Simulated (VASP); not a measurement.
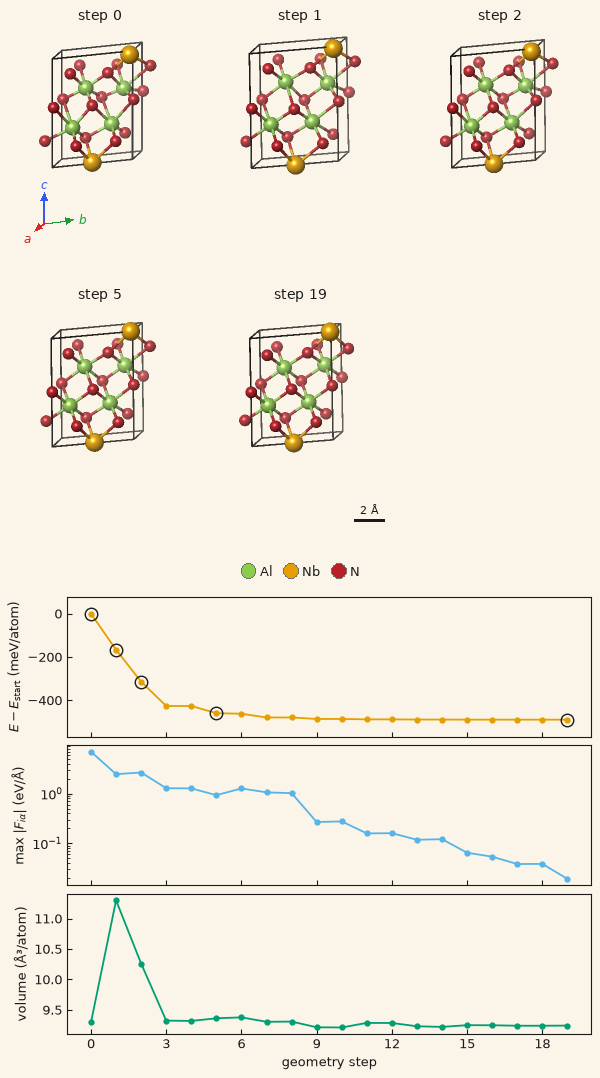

Frames of a relaxation of crystalline NbAl$_{2}$N$_{3}$ (a generated structure, set up in P1), marked on the history of the run. A ball-and-stick model of the cell of the calculation, seen slightly off an axis.

The run lets cell and atoms move.

All numbers below come from Kohn-Sham DFT of a periodic cell, PBE, VASP PAW PBE potentials, recommended in VASP 6.6.1.

Input
```
  PREC = Normal
  ENCUT = 520
  EDIFF = 1E-5
  ISMEAR = 0
  SIGMA = 0.15
  LREAL = Auto
  LASPH = True
  NELM = 80
  ALGO = Fast
  ISIF = 3
  LWAVE = False
  LCHARG = False
  GGA = PE
  IBRION = 2
  NSW = 110
  EDIFFG = -0.03
  ISYM = 0
  KPAR = 8
```

Command:
```bash
cat potpaw_PBE.64/Al/POTCAR potpaw_PBE.64/Nb_sv/POTCAR potpaw_PBE.64/N/POTCAR > POTCAR
mpirun -np 8 vasp_std > vasp.out
```

What happens along the run?

Answer. The atom that moves furthest relative to the cell is an N atom (0.45 Å along [−3 −1 −2]). Largest moves by element: N 0.45 Å, Al 0.34 Å, Nb 0.33 Å. Cell: a 2.917 → 2.900 Å (−0.6 %), b 5.762 → 5.821 Å (+1.0 %), c 7.630 → 7.578 Å (−0.7 %), α 87.6° → 89.9°, β 90.1° → 90.0°, γ 119.4° → 119.9°. Volume −0.6 %. Near-neighbour distances that change, for instance: Al–N 2.494 → 2.053 Å, N–Nb 2.707 → 2.282 Å, Al–N 2.470 → 2.065 Å, Al–N 2.437 → 2.039 Å. Among the angles between lasting bonds that change: N–Al–N 120.2° → 90.9°, Al–N–Al 149.9° → 179.1°, Al–N–Al 117.4° → 90.6°. The space group (tolerance 0.01 Å) goes from P1 (No. 1) to P2_1/m (No. 11). After 19 geometry steps the energy has fallen by 489 meV per atom. The largest force component goes from 7 to 0.019 eV/Å. Pressure: 24.10 GPa at the start and −0.01 GPa at the end. From step 0 to 1: an N atom moves most (0.44 Å), volume +21.5 %, energy −166 meV per atom. From step 1 to 2: an N atom moves most (0.20 Å), volume −9.2 %, energy −148 meV per atom. From step 2 to 5: an N atom moves most (0.26 Å), volume −8.8 %, energy −145 meV per atom. From step 5 to 19: Al atoms move most (0.11 Å), volume −1.3 %, energy −29.9 meV per atom.

```json
{"step": "0", "E − E(0), meV/atom": "0.00", "largest force component, eV/Å": "6.9618", "pressure, GPa": "24.10", "volume, Å³/atom": "9.297"}
{"step": "1", "E − E(0), meV/atom": "-166.40", "largest force component, eV/Å": "2.4656", "pressure, GPa": "-30.49", "volume, Å³/atom": "11.300"}
{"step": "2", "E − E(0), meV/atom": "-314.22", "largest force component, eV/Å": "2.6622", "pressure, GPa": "-15.03", "volume, Å³/atom": "10.261"}
{"step": "3", "E − E(0), meV/atom": "-426.10", "largest force component, eV/Å": "1.2867", "pressure, GPa": "3.95", "volume, Å³/atom": "9.325"}
{"step": "4", "E − E(0), meV/atom": "-426.10", "largest force component, eV/Å": "1.2768", "pressure, GPa": "4.12", "volume, Å³/atom": "9.319"}
{"step": "5", "E − E(0), meV/atom": "-459.36", "largest force component, eV/Å": "0.9329", "pressure, GPa": "-0.24", "volume, Å³/atom": "9.363"}
{"step": "6", "E − E(0), meV/atom": "-461.83", "largest force component, eV/Å": "1.2729", "pressure, GPa": "-1.25", "volume, Å³/atom": "9.378"}
{"step": "7", "E − E(0), meV/atom": "-479.11", "largest force component, eV/Å": "1.0626", "pressure, GPa": "-0.92", "volume, Å³/atom": "9.305"}
{"step": "8", "E − E(0), meV/atom": "-479.16", "largest force component, eV/Å": "1.0241", "pressure, GPa": "-1.00", "volume, Å³/atom": "9.309"}
{"step": "9", "E − E(0), meV/atom": "-485.98", "largest force component, eV/Å": "0.2697", "pressure, GPa": "1.23", "volume, Å³/atom": "9.215"}
{"step": "10", "E − E(0), meV/atom": "-485.99", "largest force component, eV/Å": "0.2766", "pressure, GPa": "1.32", "volume, Å³/atom": "9.212"}
{"step": "11", "E − E(0), meV/atom": "-487.87", "largest force component, eV/Å": "0.1592", "pressure, GPa": "-1.11", "volume, Å³/atom": "9.287"}
{"step": "12", "E − E(0), meV/atom": "-487.88", "largest force component, eV/Å": "0.1607", "pressure, GPa": "-1.13", "volume, Å³/atom": "9.286"}
{"step": "13", "E − E(0), meV/atom": "-488.76", "largest force component, eV/Å": "0.1187", "pressure, GPa": "0.40", "volume, Å³/atom": "9.232"}
{"step": "14", "E − E(0), meV/atom": "-488.79", "largest force component, eV/Å": "0.1216", "pressure, GPa": "0.67", "volume, Å³/atom": "9.222"}
{"step": "15", "E − E(0), meV/atom": "-489.13", "largest force component, eV/Å": "0.0651", "pressure, GPa": "-0.20", "volume, Å³/atom": "9.250"}
{"step": "16", "E − E(0), meV/atom": "-489.13", "largest force component, eV/Å": "0.0542", "pressure, GPa": "-0.17", "volume, Å³/atom": "9.248"}
{"step": "17", "E − E(0), meV/atom": "-489.20", "largest force component, eV/Å": "0.0386", "pressure, GPa": "0.06", "volume, Å³/atom": "9.241"}
{"step": "18", "E − E(0), meV/atom": "-489.20", "largest force component, eV/Å": "0.0388", "pressure, GPa": "0.06", "volume, Å³/atom": "9.241"}
{"step": "19", "E − E(0), meV/atom": "-489.22", "largest force component, eV/Å": "0.0194", "pressure, GPa": "-0.01", "volume, Å³/atom": "9.243"}
```
